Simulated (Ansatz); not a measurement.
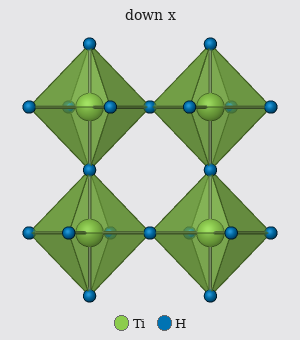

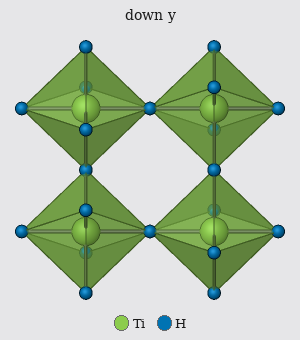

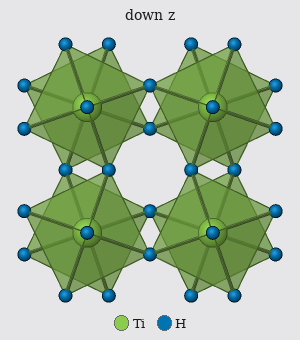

Blocks of 2 × 2 × 2 octahedra, seen down the three pseudocubic axes x, y and z (centre-to-centre directions). The cavity atoms are not drawn.

LiTiH3: coordinates from a relaxation with DFT PBE, scalar-relativistic, plane waves, PAW in Ansatz; the starting structure was generated, so it need not be a known form of this composition.

Q: Which atoms centre the octahedra, which link them, and which fill the cavities?

A: Ti at the centres, H at the shared corners, Li in the cavities: a perovskite-type framework of corner-sharing octahedra.

Q: Give the tilt system in Glazer's notation, with the angles.

A: About x: no tilt; about y: no tilt; about z: out of phase, 19.0°. Glazer symbol a0a0c- (angles are the components of the best-fitting rigid rotation, averaged over the octahedra).

Q: What are the Ti–H–Ti angles?

A: Along x: 142.0°; along y: 142.0°; along z: 180.0°.

Q: Which space group does the whole structure have?

A: I4/mcm (No. 140).
